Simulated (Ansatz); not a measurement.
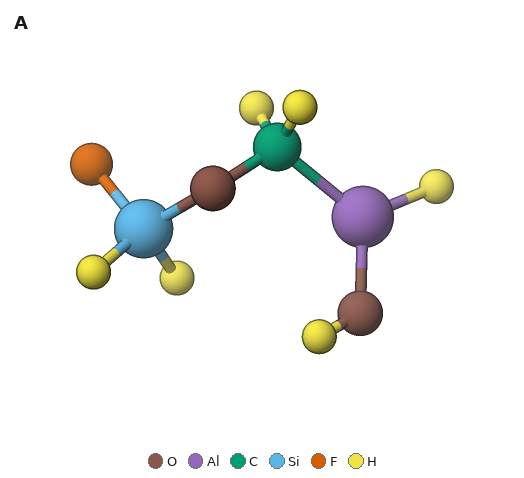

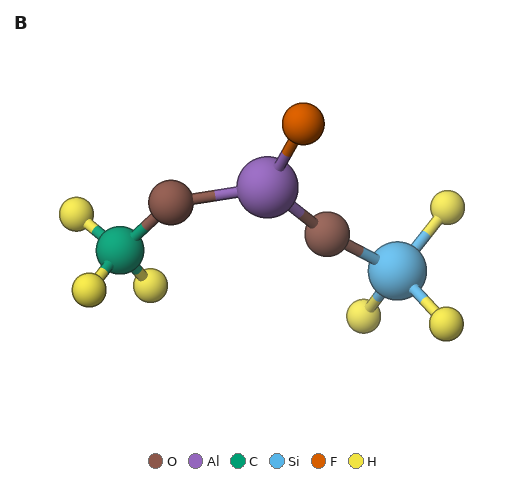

2 stationary structures of one formula. Geometries: PBE0-D4/def2-TZVP. Electronic energies: CCSD(T)/CBS (MP2 limit from def2-TZVPP and def2-QZVPP plus CCSD(T) − MP2) (Ansatz 0.2.0), without zero-point energy. No frequency run is at hand to confirm each as a minimum. Each is one conformer, not always the lowest.

Which is lowest in energy, and by how much?

Answer. B is lowest; A lies 2.118 eV above it. A is `[OH][AlH][CH2]O[SiH2]F`, B is `C[O][Al]([F])[O][SiH3]`.
